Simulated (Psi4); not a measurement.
# SnNH5 (SMILES [NH2][SnH3]): levels of theory compared

Aim: a comparison of 5 runs (HF/3-21G, wB97X/STO-3G, CAM-B3LYP/def2-SVP, MP2/def2-SVP, MP2/def2-TZVPD) of SnNH5. 

The calculation is run with Psi4 1.11.

2 further runs of the same task are left out: 1 that didn't finish, 1 set aside as unsound or not needed.

## (1) The molecule

SnNH5: 7 atoms, total charge 0, spin state singlet. SMILES: `[NH2][SnH3]`. Geometry: relaxed at PBE0-D4/def2-TZVP.

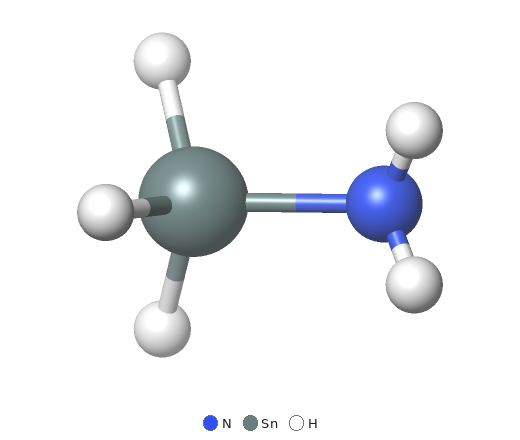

Viewed from a chosen angle; nitrogen blue, tin teal, hydrogen white.

## (2) Energy and gradient at HF/3-21G (run 1)

h5nsn.dat reads:

```
memory 1600 MB

molecule {
  N
  Sn 1 2.032451
  H 1 1.012421 2 112.92364
  H 1 1.01239 3 107.14201 2 -124.97741
  H 2 1.704343 1 105.88149 4 -178.84619
  H 2 1.704346 5 112.11193 1 -115.01111
  H 2 1.71677 5 109.74621 6 -122.22118
  symmetry c1
}

set {
  puream true
  e_convergence 1e-09
  d_convergence 1e-08
  scf_type pk
}

E, wfn = gradient('hf/3-21G', return_wfn=True)
oeprop(wfn, 'MAYER_INDICES', 'DIPOLE', 'QUADRUPOLE', title='HF')
```

The run is started by

```bash
$ psi4 -i h5nsn.dat -o h5nsn.out -n 1
```

h5nsn.out:

```text
[...]
  Running in c1 symmetry.
[...]
  Nuclear repulsion =  170.722085953827502
[...]
  Multiplicity = 1
[...]
  Nalpha       = 31
  Nbeta        = 31
[...]
    Number of basis functions: 50
[...]
   @RHF iter   1: -6053.01019395638650   -3.40142e+00   1.22414e-02 DIIS/ADIIS
[...]
   @RHF iter  10: -6053.29226932162146   -1.54614e-11   7.50520e-09 DIIS
[...]
  @RHF Final Energy: -6053.29226932162146
   => Energetics <=
    Nuclear Repulsion Energy =            170.7220859538275022
    One-Electron Energy =               -8690.6179037877300289
    Two-Electron Energy =                2466.6035485122802129
    Total Energy =                      -6053.2922693216214611
[...]
  -Total Gradient:
     Atom            X                  Y                   Z
    ------   -----------------  -----------------  -----------------
       1       -0.019313055441    -0.010792143561    -0.007885929258
       2        0.005050783391     0.002838279044     0.009918660871
       3        0.006903978864     0.003290077369     0.005468555183
       4        0.006416362739     0.004154540551     0.005474050863
       5        0.007677036683    -0.004670322406    -0.004614078730
       6        0.000113647501     0.008980156208    -0.004623847663
       7       -0.006848753732    -0.003800587209    -0.003737411225
[...]
```

Run time: 2.8 s. Hardware: 1 thread of Intel Xeon 6975P-C (Granite Rapids), shared host; peak memory 0.19 GiB.

## (3) Energy and gradient at wB97X/STO-3G (run 2)

input.in reads:

```
memory 1.6 GB

molecule {
  N
  Sn 1 R2
  H 1 R3 2 A3
  H 1 R4 3 A4 2 D4
  H 2 R5 1 A5 4 D5
  H 2 R6 5 A6 1 D6
  H 2 R7 5 A7 6 D7

  R2 = 2.032451
  R3 = 1.012421
  A3 = 112.92364
  R4 = 1.01239
  A4 = 107.14201
  D4 = -124.97741
  R5 = 1.704343
  A5 = 105.88149
  D5 = -178.84619
  R6 = 1.704346
  A6 = 112.11193
  D6 = -115.01111
  R7 = 1.71677
  A7 = 109.74621
  D7 = -122.22118
  symmetry c1
}

set basis STO-3G
set puream true
set e_convergence 1e-09
set d_convergence 1e-08
set scf_type pk
set dft_radial_points 99
set dft_spherical_points 590

gradient('wb97x')
```

The run is started by

```bash
$ psi4 -n 1 input.in input.out
```

input.out:

```text
[...]
  Running in c1 symmetry.
[...]
  Nuclear repulsion =  170.722085953827502
[...]
  Multiplicity = 1
[...]
  Nalpha       = 31
  Nbeta        = 31
[...]
    Number of basis functions: 37
[...]
   @RKS iter   1: -6022.28702588492979   -3.03268e+00   1.25572e-02 DIIS/ADIIS
[...]
   @RKS iter   9: -6022.49245561583939   -1.09139e-11   7.93444e-09 DIIS
[...]
  @RKS Final Energy: -6022.49245561583939
   => Energetics <=
    Nuclear Repulsion Energy =            170.7220859538275022
    One-Electron Energy =               -8664.1508636144699267
    Two-Electron Energy =                2606.4797047084712176
    DFT Exchange-Correlation Energy =    -135.5433826636686945
    Empirical Dispersion Energy =           0.0000000000000000
    VV10 Nonlocal Energy =                  0.0000000000000000
    Total Energy =                      -6022.4924556158393898
[...]
  -Total Gradient:
     Atom            X                  Y                   Z
    ------   -----------------  -----------------  -----------------
       1        0.026202301225     0.014557276391    -0.045642032400
       2        0.002268757437     0.001260241670    -0.002779199051
       3       -0.003663414810    -0.025446477569     0.013916002790
       4       -0.023587600181     0.010302136992     0.013927313801
       5       -0.019820490621     0.011394409687     0.005527767405
       6       -0.000851999708    -0.022842826383     0.005527599644
       7        0.019457206612     0.010777981446     0.009801025346
[...]
```

It took 7.5 s on 1 thread of Intel Xeon 6975P-C (Granite Rapids), shared host; peak memory 0.51 GiB.

Runs 3 to 4 aren't shown in full; the table further down has their settings and results.

## (4) The energy at MP2/def2-TZVPD (density fitting, core potential, density fitting for correlation) (run 5)

input.in reads:

```
memory 1600 mb

molecule {
  0 1
  N     -0.499600    -1.183300     0.116600
  Sn     0.136800     0.730400    -0.135600
  H     -0.001800    -1.844500    -0.466500
  H     -0.413700    -1.504900     1.072700
  H     -0.115800     1.092800    -1.781700
  H     -0.836300     1.684400     0.888000
  H      1.791700     0.957100     0.260900
  no_reorient
  no_com
}

set {
  basis def2-TZVPD
  num_frozen_docc 5
  mp2_type df
}

energy('mp2')
```

The run is started by

```bash
$ psi4 -n 1 input.in input.out
```

input.out:

```text
[...]
  Running in c1 symmetry.
[...]
  Nuclear repulsion =   82.274392682465688
[...]
  Multiplicity = 1
[...]
  Nalpha       = 17
  Nbeta        = 17
[...]
    Number of basis functions: 138
[...]
   @DF-RHF iter   1:  -270.53409298243417   -1.61920e+00   4.62425e-03 ADIIS/DIIS
[...]
   @DF-RHF iter  12:  -270.71225032633203   -3.97904e-12   3.31806e-09 DIIS
[...]
    Orbital Energies [Eh]
    ---------------------
    Doubly Occupied:
       1A    -15.535112     2A     -5.859581     3A     -4.049471
       4A     -4.049400     5A     -4.048810     6A     -1.325394
       7A     -1.319506     8A     -1.319317     9A     -1.313214
      10A     -1.312481    11A     -1.100834    12A     -0.671130
      13A     -0.631135    14A     -0.502555    15A     -0.450556
      16A     -0.447761    17A     -0.392062
[...]
  @DF-RHF Final Energy:  -270.71225032633203
   => Energetics <=
    Nuclear Repulsion Energy =             82.2743926824656882
    One-Electron Energy =                -617.3166482527317385
    Two-Electron Energy =                 264.3300052439340675
    Total Energy =                       -270.7122503263320255
[...]
 Multipole Moments:
 ------------------------------------------------------------------------------------
     Multipole            Electronic (a.u.)      Nuclear  (a.u.)        Total (a.u.)
 ------------------------------------------------------------------------------------
 L = 1.  Multiply by 2.5417464519 to convert [e a0] to [Debye]
 Dipole X            :          0.5520490           -0.1199976            0.4320514
 Dipole Y            :        -15.4984871           15.4401963           -0.0582908
 Dipole Z            :          4.2737514           -4.1453032            0.1284482
 Magnitude           :                                                    0.4544944
[...]
```

It took 3.9 s on 1 thread of Intel Xeon 6975P-C (Granite Rapids), shared host; peak memory 0.26 GiB.

## (5) Overview of the runs

```csv
run,level,integration grid,core potential,energy (Eh),dipole moment (D),HOMO energy (eV),LUMO energy (eV),wall time
1,HF/3-21G,–,none,-6053.292269,1.66,-10.22,3.41,2.8 s
2,wB97X/STO-3G,99 radial × 590 angular,none,-6022.492456,1.40,-5.76,8.70,7.5 s
3,CAM-B3LYP/def2-SVP (core potential),99 radial × 590 angular,def2,-271.929723,1.19,-8.32,1.20,14 s
4,MP2/def2-SVP (core potential),–,def2,-270.929686,–,-10.55,3.10,2.9 s
5,"MP2/def2-TZVPD (density fitting, core potential, density fitting for correlation)",–,def2,-271.262876,–,-10.67,1.50,3.9 s
```

## (6) Results

```
                                          quantity          value
                               run 5: total energy  -271.26288 Eh
        run 5: HOMO energy (Hartree–Fock orbitals)      -10.67 eV
        run 5: LUMO energy (Hartree–Fock orbitals)        1.50 eV
      run 5: HOMO–LUMO gap (Hartree–Fock orbitals)       12.17 eV
run 5: correlation energy (5 core orbitals frozen)     -550.6 mEh
```

Over runs 1, 2, 3 the dipole moment (its size) runs from 1.19 D (CAM-B3LYP/def2-SVP) to 1.66 D (HF/3-21G). The two ends differ in method and basis and core potential. Over runs 1, 2, 3 the HOMO–LUMO gap runs from 9.52 eV (CAM-B3LYP/def2-SVP) to 14.47 eV (wB97X/STO-3G). Totals of different functionals can't be ranked against each other. Some runs of one species differ in core potentials or relativity; totals across that change don't compare. In run 2 the basis is minimal, so the values are rough. In runs 1, 2 relativity is left out where basis or elements ask for it. All runs together took 31 s, the longest 14 s.
